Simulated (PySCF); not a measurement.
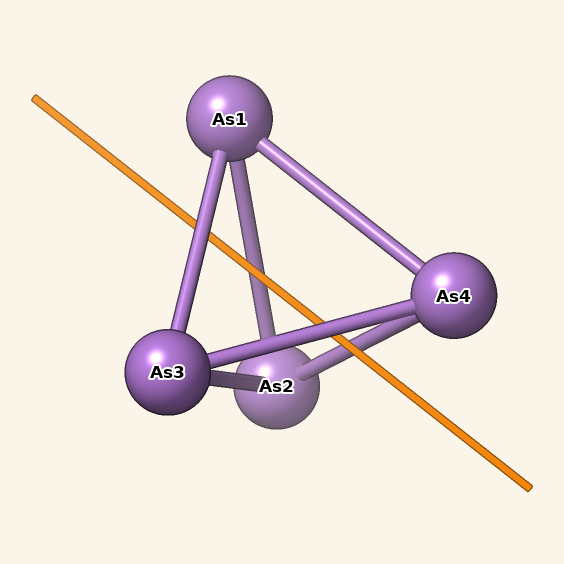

A line through the centre of mass is drawn in. Depth is shown by fading: the farther an atom, the more it takes the colour of the background. The computed structure is the end point of a PBE0-D3(BJ)/def2-SVP optimisation. No frequency run is at hand to confirm it as a minimum.

Is the line a proper rotation axis of the structure, and of what order?

No. The point group is Td, with 4 C3 axes, 3 C2 axes, 3 S4 axes and 6 mirror planes, and this line isn't one of its proper axes.
